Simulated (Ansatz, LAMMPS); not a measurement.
# Localised basis functions on liquid W at 5000 K (67 atoms), part 2 of 2

Wanted: errors and times of a linear-scaling basis for liquid W at 5000 K (67 atoms). A setting counts as converged where the r.m.s. difference of forces stays under 1 % of the r.m.s. force.

Ansatz 0.2.0; Kohn-Sham DFT, PBE, PAW (set soft_2), plane waves.

The cell: 67 W. The starting topology of bonds comes from the classical model. The levels lack spin–orbit coupling.

So far. Step 4 (Support functions low): Forces differ from the reference by 1.5 meV/Å r.m.s., 0.089 % of their size, well within a tolerance of 1 %; the energy by -0.57 meV/atom.

### 5. Support functions medium

The level medium is asked for. Here it resolves to the same grid and radius as in the run with support functions low, so the basis is not new.

This step: Kohn-Sham DFT, PBE, PAW (set soft_2), localised support functions (medium) (Ansatz 0.2.0).

The input, input.yaml:

```yaml
crystal:
  lattice:
    - [10.72091, 0.0, 0.0]
    - [0.0, 10.72091, 0.0]
    - [0.0, 0.0, 10.72091]
  atoms:
    [... the 67 atom lines of step 3 ...]
kpoints:
  mp_grid: { grid: [2, 2, 2] }
hamiltonian:
  xc: pbe
scf:
  occupations: { method: cold, width: 0.15 }
  eigensolver: { kind: { support_functions: { accuracy: medium } } }
  max_iter: 150
output:
  forces: true
  eigenvalues: true
```

Started as:

```bash
$ ansatz run input.yaml --threads 8 --pin off --max-ram 15872MiB --backend cpu --events-out ev --progress --plain --runs-dir out
```

Numbers of over 12 decimals in the logs are rounded to 6 here.

The program printed:

```text
[...]
Crystal: 67 atoms, lattice volume = 1232.239 Å³
Basis set: ecut = 420 eV, 23871 PW (Γ), exchange–correlation on 144×144×144 points (8 copies of the dense FFT grid, shifted against one another)
Bands: 563, of which v1, the nominal top of the filled ones, is band 469 counted from 1 (468 counted from 0)
Symmetry: 1 space group operations
k-points: 8
[...]
Eigensolver: Support functions (medium, 48×48×48 points, laid for a spacing of at most 0.237286 Å, radius 3.970033 Å, 0 species' potentials softened for the grid, 0 wholly corrected for its errors in the mean over positions, 1 with the egg-box correction, energy correction by stochastic trace)
[...]
SCF iter   1: F=—  HF=-695687.576968 eV  |F-HF|=—  |Δ(HF+E_count)|=         —  Δρ=5.59e-2  dr2=9.76e1  ethr=1.00e-1
[...]
SCF iter   9: F=—  HF=-695714.663830 eV  |F-HF|=—  |Δ(HF+E_count)|=   8.89e-3  S|Δr|=    0.00e0  Δρ=1.47e-5  dr2=5.41e-6  ethr=3.06e-9  κ⁻¹=2.6e-8(r=7)
SCF iter  10: F=-695714.670770 eV  HF=-695714.670770 eV  |F-HF|=3.30e-7  |Δ(HF+E_count)|=   6.94e-3  S|Δr|=    0.00e0  Δρ=5.53e-6  dr2=6.43e-7  ethr=5.77e-10
SCF 1 converged in 10 iterations: F = -695714.766763 eV  dr2 = 6.43e-7
[...]
SCF converged after 10 iterations
[...]
Free energy (F): -695714.766763 eV
[...]
Internal energy: -695714.767467 eV  (E = F + TS)
E sigma→0 (E₀):  -695714.766998 eV
Entropy (-TS):   0.000704 eV (0.011 meV/atom)
Fermi energy:    18.781979 eV
[...]
Σ components = -695714.766763   (vs F -695714.766763, Δ=0.00e0)
--- Forces (eV/Å), atoms counted from 1 ---
  atom   1  W     -3.17000580    -1.06327636     0.39168674
  atom   2  W      0.01784629    -3.84421195     0.97899272
  atom   3  W     -1.25138444    -2.26814100     2.67858442
  atom   4  W     -1.26284778     1.00676161    -0.42174313
[...]
atom  67  W     -1.04708641     0.57641813     0.96596522
  max |Σ_I F_I| component: 4.60e-3 eV/Å
--- Band table (eV; the first three rows and the last of 8) ---
[...]
```

The job ended after 2.1 min (8 threads of Intel Xeon Platinum 8259CL at 2.50GHz (Skylake/Cascade Lake), shared host; peak memory 3.4 GiB; 15 min of CPU time).

Keys that differ from the reference: support_functions.accuracy = "medium" and scf.max_iter = 150.

Forces differ from the reference by 1.5 meV/Å r.m.s., 0.089 % of their size, well within a tolerance of 1 %; the energy by -0.57 meV/atom.

### 6. Support functions medium, radius 3.37 Å

The radius confines each support function; a larger one gives more freedom and more work per atom.

input.yaml, the sections that differ from step 5:

```yaml
scf:
  occupations: { method: cold, width: 0.15 }
  eigensolver: { kind: { support_functions: { accuracy: medium, radius: 3.37 } } }
  max_iter: 150
# crystal, kpoints, hamiltonian, output: as in step 5
```

The program printed:

```text
Warning: scf.eigensolver.kind.support_functions: disabling space-group detection — the functions' gradient is summed over unrotated k-points, so no spatial operation reduces the k-mesh or symmetrises the density; time reversal is kept, so that k and −k are solved as one point where they differ and the mesh holds both, and exact exchange and, on two spinor components, a DFT+U term hold to it where the run has them: [...]
settings of this run that can trade accuracy for cost: scf.eigensolver.kind.support_functions [...]
Engine: ansatz 0.2.0, x86_64-unknown-linux-gnu
Pseudopotentials: kind: paw
Pseudopotential: W, paw, valence charge 14, recommended cutoff 420 eV (normal), W.paw.azcp
[... 5 lines on functional and potentials left out ...]
Error: SCF: the radius of support functions is under 3.78 Å, the least for these sites at the functions' level (scf.eigensolver.kind.support_functions.accuracy). Use scf.eigensolver.kind: auto, or type scf.eigensolver.kind.support_functions.radius at least as long, [...]
```

Run time: 0.98 s. Hardware: 8 threads; peak memory 0.26 GiB; 3.8 s of CPU time.

The program refuses radii under 3.78 Å for these atoms at this level.

### 7. Support functions medium, radius 3.85 Å

The radius confines each support function; a larger one gives more freedom and more work per atom.

input.yaml, the sections that differ from step 6:

```yaml
scf:
  occupations: { method: cold, width: 0.15 }
  eigensolver: { kind: { support_functions: { accuracy: medium, radius: 3.85 } } }
  max_iter: 150
# crystal, kpoints, hamiltonian, output: as in step 6
```

The program printed:

```text
[...]
Crystal: 67 atoms, lattice volume = 1232.239 Å³
Basis set: ecut = 420 eV, 23871 PW (Γ), exchange–correlation on 144×144×144 points (8 copies of the dense FFT grid, shifted against one another)
Bands: 563, of which v1, the nominal top of the filled ones, is band 469 counted from 1 (468 counted from 0)
Symmetry: 1 space group operations
k-points: 8
[...]
SCF iter   1: F=—  HF=-695687.143455 eV  |F-HF|=—  |Δ(HF+E_count)|=         —  Δρ=5.57e-2  dr2=9.73e1  ethr=1.00e-1
[...]
SCF iter  10: F=—  HF=-695714.634295 eV  |F-HF|=—  |Δ(HF+E_count)|=   9.15e-3  S|Δr|=    0.00e0  Δρ=6.16e-6  dr2=7.89e-7  ethr=7.36e-10  κ⁻¹=5.8e-8(r=7)
SCF iter  11: F=-695714.641781 eV  HF=-695714.641781 eV  |F-HF|=2.02e-7  |Δ(HF+E_count)|=   7.49e-3  S|Δr|=    0.00e0  Δρ=4.32e-6  dr2=3.43e-7  ethr=8.41e-11
SCF 1 converged in 11 iterations: F = -695714.765438 eV  dr2 = 3.43e-7
[...]
SCF converged after 11 iterations
[...]
Free energy (F): -695714.765438 eV
[...]
Internal energy: -695714.766228 eV  (E = F + TS)
E sigma→0 (E₀):  -695714.765702 eV
Entropy (-TS):   0.000790 eV (0.012 meV/atom)
Fermi energy:    18.782205 eV
[...]
Σ components = -695714.765438   (vs F -695714.765438, Δ=0.00e0)
--- Forces (eV/Å), atoms counted from 1 ---
  atom   1  W     -3.17141282    -1.06519242     0.39100299
  atom   2  W      0.01772942    -3.84384994     0.98017288
  atom   3  W     -1.25127613    -2.26737965     2.67952147
  atom   4  W     -1.26141667     1.00685553    -0.42158755
[...]
atom  67  W     -1.04705336     0.57740968     0.96455092
  max |Σ_I F_I| component: 1.27e-2 eV/Å
--- Band table (eV; the first three rows and the last of 8) ---
[...]
```

It took 2.3 min on 8 threads; peak memory 3.2 GiB; 17 min of CPU time.

Keys that differ from the reference: support_functions.accuracy = "medium", support_functions.radius = 3.85 and scf.max_iter = 150.

Forces differ from the reference by 1.7 meV/Å r.m.s., 0.097 % of their size, well within a tolerance of 1 %; the energy by -0.55 meV/atom.

### 8. Support functions medium, radius 4.13 Å

The radius confines each support function; a larger one gives more freedom and more work per atom.

input.yaml, the sections that differ from step 7:

```yaml
scf:
  occupations: { method: cold, width: 0.15 }
  eigensolver: { kind: { support_functions: { accuracy: medium, radius: 4.13 } } }
  max_iter: 150
# crystal, kpoints, hamiltonian, output: as in step 7
```

The program printed:

```text
[...]
Crystal: 67 atoms, lattice volume = 1232.239 Å³
Basis set: ecut = 420 eV, 23871 PW (Γ), exchange–correlation on 144×144×144 points (8 copies of the dense FFT grid, shifted against one another)
Bands: 563, of which v1, the nominal top of the filled ones, is band 469 counted from 1 (468 counted from 0)
Symmetry: 1 space group operations
k-points: 8
[...]
SCF iter   1: F=—  HF=-695687.907134 eV  |F-HF|=—  |Δ(HF+E_count)|=         —  Δρ=5.61e-2  dr2=9.83e1  ethr=1.00e-1
[...]
SCF iter   9: F=—  HF=-695714.695643 eV  |F-HF|=—  |Δ(HF+E_count)|=   6.39e-3  S|Δr|=    0.00e0  Δρ=1.38e-5  dr2=4.62e-6  ethr=2.96e-9  κ⁻¹=2.4e-8(r=7)
SCF iter  10: F=-695714.700573 eV  HF=-695714.700573 eV  |F-HF|=2.63e-7  |Δ(HF+E_count)|=   4.93e-3  S|Δr|=    0.00e0  Δρ=4.84e-6  dr2=5.24e-7  ethr=4.93e-10
SCF 1 converged in 10 iterations: F = -695714.767741 eV  dr2 = 5.24e-7
[...]
SCF converged after 10 iterations
[...]
Free energy (F): -695714.767741 eV
[...]
Internal energy: -695714.768338 eV  (E = F + TS)
E sigma→0 (E₀):  -695714.767940 eV
Entropy (-TS):   0.000597 eV (0.009 meV/atom)
Fermi energy:    18.781703 eV
[...]
Σ components = -695714.767741   (vs F -695714.767741, Δ=0.00e0)
--- Forces (eV/Å), atoms counted from 1 ---
  atom   1  W     -3.17052523    -1.06357606     0.39088677
  atom   2  W      0.01765966    -3.84589302     0.97841578
  atom   3  W     -1.25102746    -2.26806732     2.67823797
  atom   4  W     -1.26303561     1.00580744    -0.42173892
[...]
atom  67  W     -1.04755664     0.57753417     0.96662565
  max |Σ_I F_I| component: 7.88e-3 eV/Å
--- Band table (eV; the first three rows and the last of 8) ---
[...]
```

Wall time 2.5 min (8 threads); peak memory 3.7 GiB.

Keys that differ from the reference: support_functions.accuracy = "medium", support_functions.radius = 4.13 and scf.max_iter = 150.

Forces differ from the reference by 1.2 meV/Å r.m.s., 0.072 % of their size, well within a tolerance of 1 %; the energy by -0.58 meV/atom.

### 9. What each setting buys

Differences are against the plane-wave reference (Kohn-Sham DFT, PBE, PAW (set soft_2), plane waves), whose r.m.s. force component is 1.72 eV/Å. Energies are set beside the reference only for runs with its functional, potentials and electron count. Times are for 8 threads of Intel Xeon Platinum 8259CL at 2.50GHz (Skylake/Cascade Lake), shared host. The reference's time includes the DOS, ELF, the stress and grids, which some other runs skip.

```csv
run,"Δ force, r.m.s. (meV/Å)",share of r.m.s. force (%),Δ energy (meV/atom),cycles,time,host memory (GiB)
reference,-,-,-,8,2.2 min,12
support functions low,1.53,0.089,-0.567,10,1.9 min,3.4
support functions medium,1.53,0.089,-0.567,10,2.1 min,3.4
"support functions medium, radius 3.85 Å",1.67,0.0969,-0.547,11,2.3 min,3.2
"support functions medium, radius 4.13 Å",1.23,0.0716,-0.581,10,2.5 min,3.7
```

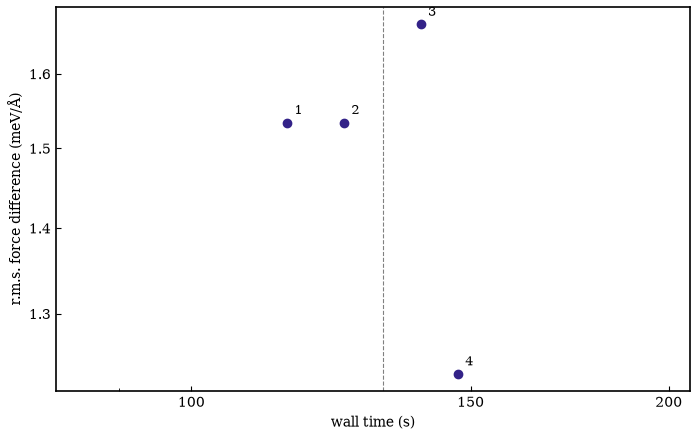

Force difference from the reference against wall time; the dashed line marks the reference's time. Points: 1 support functions low; 2 support functions medium; 3 support functions medium, radius 3.85 Å; 4 support functions medium, radius 4.13 Å.

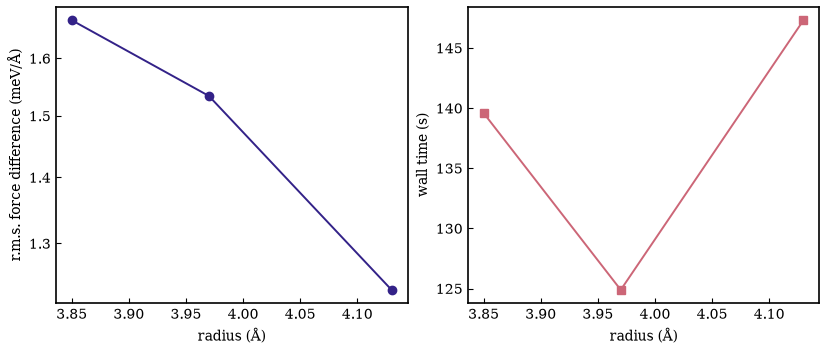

Force difference and time against the radius.

### 10. What the reference run shows

With the settings judged, the reference run is read for its physics.

Neighbours are counted within 3.68 Å (W-W).

Length of the force by element and coordination:

```csv
element,coordination,atoms,mean length of the force (eV/Å),spread,least,most
W,all,67,2.56,1.52,0.308,7.34
W,9,4,2.63,1.54,1.42,5.25
W,10,5,3.01,1.60,1.17,5.68
W,11,20,2.56,1.25,0.985,5.39
W,12,20,3.36,1.67,0.816,7.34
W,13,16,1.68,0.854,0.308,3.00
W,14,2,0.542,0.174,0.368,0.717
```

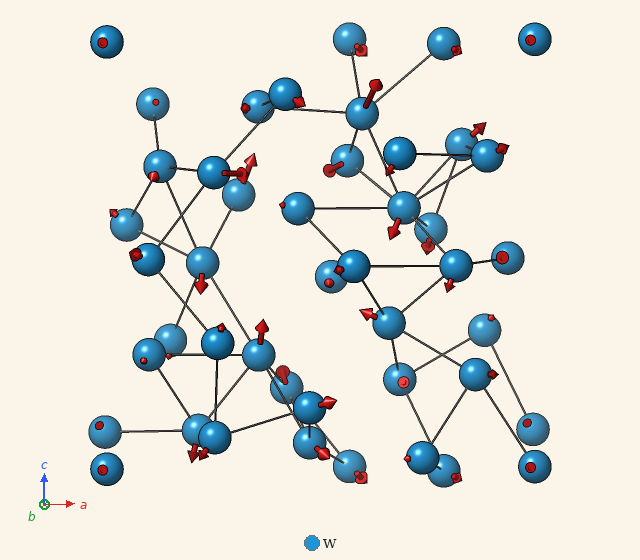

Forces as arrows; the longest in the cell is 7.34 eV/Å. Drawn is a slice 6 Å thick, seen along the normal of the ac plane. Bonds to atoms that aren't drawn are left out.

States in the cell by windows of 1 eV, zero at the Fermi level; the larger projections on atomic orbitals stand beside the total:

```csv
from (eV),to (eV),total,W d,W s
-14,-9,0.0,0.0,0.0
-9,-8,1.1,0.0,1.1
-8,-7,5.2,0.2,4.9
-7,-6,10.8,1.4,9.1
-6,-5,26.1,13.4,12.1
-5,-4,58.8,45.7,12.2
-4,-3,68.2,60.9,6.0
-3,-2,80.9,73.8,5.0
-2,-1,79.3,71.4,4.8
-1,0,69.0,61.4,4.1
0,1,63.8,57.0,3.5
1,2,62.2,56.0,3.2
```

The curve was stored every 0.100 eV, coarse against its broadening of 0.08 eV, so these counts are rough.

About 539 of the 938 electrons lie in deeper levels, below the stored range.

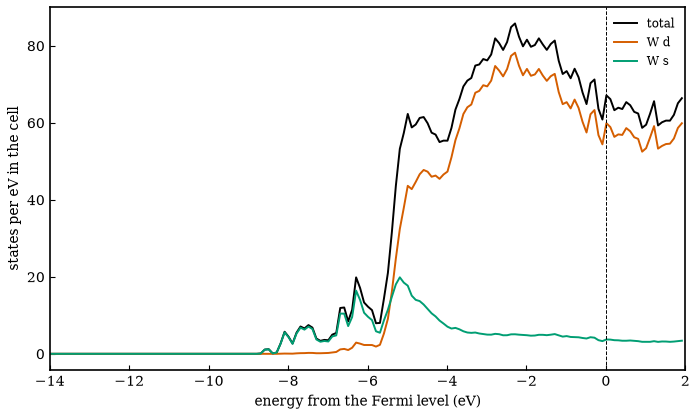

Total and projected density of states, with the broadening of the input.

The levels nearest the highest filled one (over half full), pooled over k-points and spins:

```csv
level less the highest filled one (eV),occupation
-0.013,1.14
-0.0095,1.1
-0.0072,1.08
-0.006,1.06
0,1.01
0,1.00
0.0079,0.929
0.0127,0.882
0.0129,0.88
0.0233,0.784
0.0267,0.754
0.0289,0.735
```

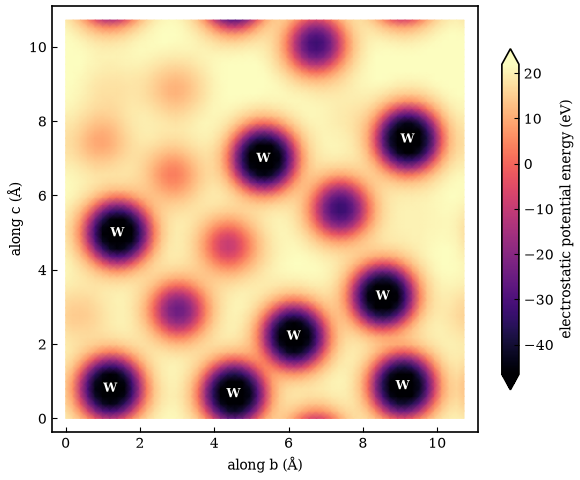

Electrostatic potential energy in the bc plane at fractional x = 0.229, with atoms of W within 0.2 Å of it. With pseudopotentials it is smooth inside the atoms' cores, unlike the true potential.

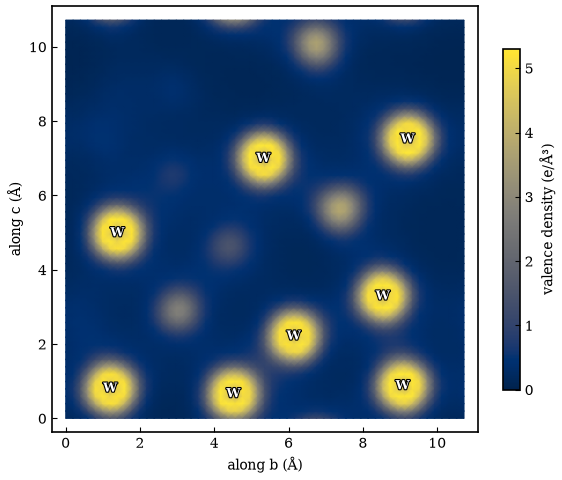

Valence density in the bc plane at fractional x = 0.229, with atoms of W within 0.2 Å of it. It is the smooth field of the valence electrons, not physical close to the nuclei.

Within 0.4 eV of the Fermi level the largest share is W d (93 % of the projected weight).

### 11. Structure statistics

These statistics describe the geometry on which the runs were made.

Density 16.6 g/cm³, 18.39 Å³ an atom.

Pair distribution function in bins of 0.2 Å:

```csv
r (Å),total
2.20,0.09
2.40,0.68
2.60,1.72
2.80,2.62
3.00,2.17
3.20,1.65
3.40,0.65
3.60,0.49
3.80,0.50
4.00,0.45
4.20,0.76
4.40,0.85
4.60,0.93
4.80,1.25
5.00,1.15
5.20,1.36
```

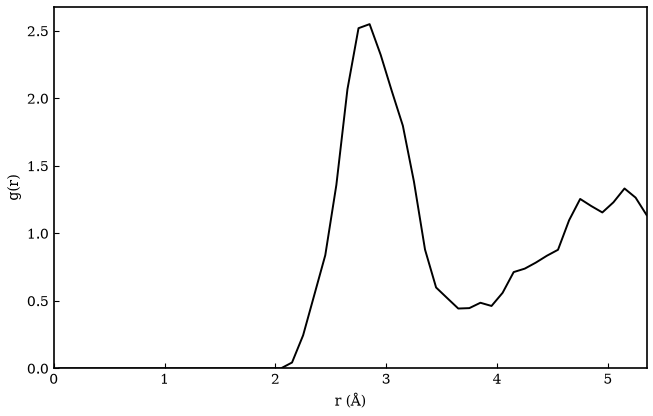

Pair distribution functions, lightly smoothed.

Bonds by pair of elements; cutoffs follow the first minimum of g(r), held within bounds set by covalent radii, and pairs that aren't listed don't count as bonded:

```csv
pair A-B,cutoff (Å),bonds,mean length (Å),spread (Å),shortest (Å),B about A,A about B
W-W,3.68,391,2.97,0.3,2.25,11.7,11.7
```

How many atoms have how many bonded neighbours:

```csv
element,mean,9,10,11,12,13,14
W,11.7,4,5,20,20,16,2
```

The first peak of g(r) lies near 2.8 Å. By these cutoffs 30 % of W atoms have 11 and as many 12 bonded neighbours.

A closer look about W30, which bears the longest force: 13 atoms, nearest first, numbered in the order of the input, with positions taken from that point.

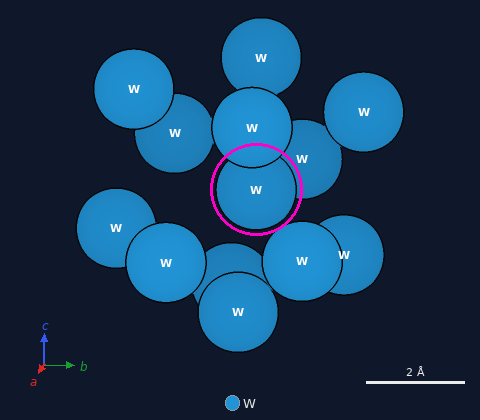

The atoms of the table, within 3.6 Å (arrows a, b, c point along x, y, z); some may hide others; the central atom is ringed.

```csv
atom,x,y,z,distance (Å),bonds,Fx,Fy,Fz (eV/Å)
W30,0.00,0.00,0.00,0.00,12,1.51,-5.70,4.38
W13,-0.24,1.80,-1.34,2.26,12,-2.10,5.01,-1.79
W59,1.04,-0.21,-2.35,2.58,12,-1.46,-1.75,-2.87
W41,-2.56,0.65,0.13,2.64,12,-1.08,1.25,-0.24
W40,2.05,0.13,1.73,2.69,11,1.37,1.04,-0.81
W11,-0.16,2.17,1.68,2.75,10,1.69,2.00,-1.68
W64,-1.32,-0.09,2.48,2.81,12,1.67,-3.11,-1.25
W66,-2.06,-1.93,0.67,2.90,11,1.49,-1.70,-0.80
W47,-1.65,-0.66,-2.32,2.92,13,-0.86,-0.11,0.20
W29,0.75,-2.78,-0.76,2.97,13,-0.96,0.25,-1.65
W26,2.59,1.27,-0.90,3.02,13,2.19,0.87,1.85
W23,3.03,-1.48,-0.95,3.50,13,1.79,1.24,0.69
W14,1.35,-2.40,2.29,3.58,11,-0.98,-0.35,-0.03
```

The column of bonds counts only the pairs W-W within 3.68 Å; other neighbours, such as metal atoms beside each other in a compound, aren't counted, and periodic images can show an atom twice.

### 12. What came out

| Property | Result |
| --- | --- |
| free energy per atom | -10383.8019 eV/atom |
| pressure | -4.277 GPa |
| r.m.s. force component | 1.723 eV/Å |
| wall time of the 5 DFT runs | 11 min |

**Reading.** Against plane waves at 420 eV, the forces differ by 1.5 meV/Å (0.089 %) with support functions medium, and by 1.2 meV/Å in the closest run (support functions medium, radius 4.13 Å). Differences between support functions and plane waves include what basis error the plane-wave run still has. As the radius goes from 3.85 to 4.13 Å, the force difference goes from 1.7 to 1.2 meV/Å, while the time lies between 2.1 min and 2.5 min.

77 levels are partly filled, by over 2 % (on the run's k-points), as in a metal. Counting bonds as in the table, 30 % of W atoms have 11 and as many 12 bonded neighbours.

**Limits.** The force components of 1.7 eV/Å r.m.s. reflect the temperature of the frame as well as the gap between the generating potential and DFT. The stress is far from hydrostatic: its diagonal is -7.6, -0.5, -4.8 GPa, compression counted positive. The pressure of -4.3 GPa is that of one thermal frame, in which the classical model's bond lengths enter as well as the volume, without the kinetic term.

[Logs are printed without paths, hosts, clocks, repeated set-up lines and the standing remarks that a program may print on its own settings, such as how far it seeks lower states.]

[Hosts, paths, dates, database ids (printed as entryN), source tags and the programs' standing remarks are cut or masked in the printed files.]
